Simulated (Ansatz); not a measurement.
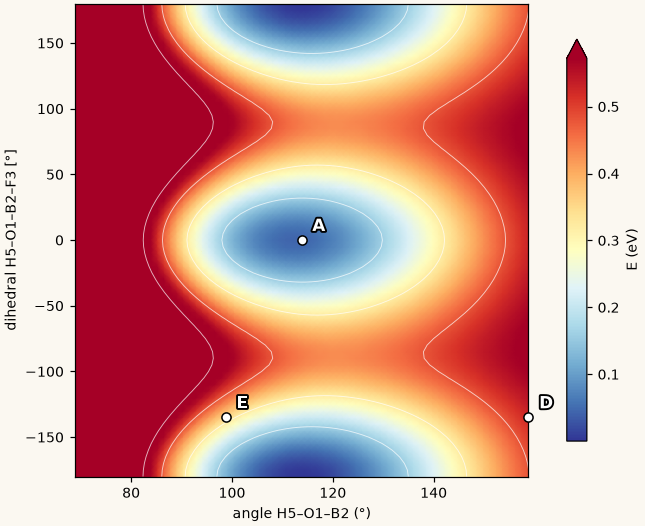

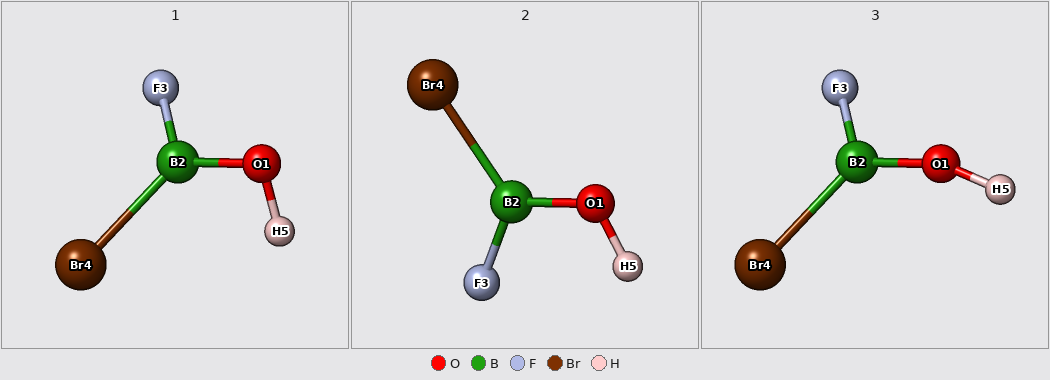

BBrFHO, SMILES OB(F)Br. 
- The first coordinate is: angle H5–O1–B2; the second: dihedral H5–O1–B2–F3.
- Nothing is relaxed (all other coordinates rigid).
- Grid: 7 × 8 points; 35 points were computed and 21 follow by symmetry.
- All energies are given in eV relative to the lowest grid point.
- Level of theory: RKS wB97X-V/def2-SVP (Ansatz 0.2.0).

The picture shows a smooth colour map with a few white contour lines, one colour for all values above the top of the scale, lettered points. Between grid points the surface is interpolated. The numbered pictures are the structures at these points, in random order.

### Which structure belongs to which point?

A is structure 2: angle H5–O1–B2 = 113.8°, dihedral H5–O1–B2–F3 = 0°, 0.045 eV; D is structure 3: angle H5–O1–B2 = 158.8°, dihedral H5–O1–B2–F3 = −135°, 0.52 eV; E is structure 1: angle H5–O1–B2 = 98.8°, dihedral H5–O1–B2–F3 = −135°, 0.35 eV.
